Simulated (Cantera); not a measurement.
A closed system holds: 1 mol ZrO₂, 0.74 mol H₂, held at 100000 Pa.

Equilibrium computed with Cantera from the NASA thermochemical tables; the gas is ideal and each condensed phase is pure. Candidate condensed phases: H₂O, Zr, ZrO₂; 12 gas species. Kinetics and transport are ignored.

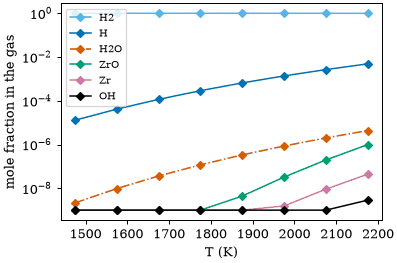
Equilibrium gas composition (values under 1e-9 drawn at 1e-9)

At 1475 K the condensed part is ZrO₂(monoclinic). From 1575 K to 2175 K the condensed part is ZrO₂(tetragonal).
